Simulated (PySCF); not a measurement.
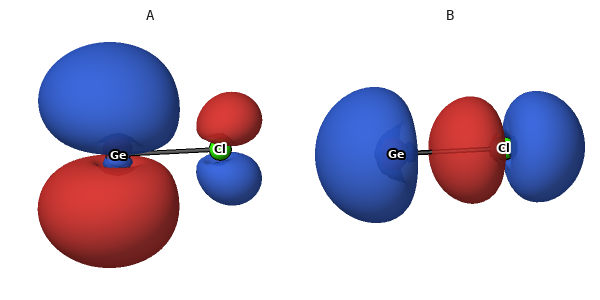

Figure 1: GeCl (charge −1, triplet). Two frontier α-spin orbitals, each drawn at the value that holds 80 % of its norm (blue and red are the two phases), in no order; of a degenerate pair one member is drawn.

Theory: PySCF, PBE0/def2-TZVPPD, non-relativistic Hamiltonian with scalar-relativistic core potentials where named, at a bond length of 2.365 Å.

Label each orbital by symmetry, say whether it is occupied, and order them by energy.

Answer. Orbital B: σ, occupied in this spin, −3.45 eV; shared between the atoms (Ge 40 %, Cl 60 %).
Orbital A: π, occupied in this spin, 0.55 eV; mainly on Ge (90 %).
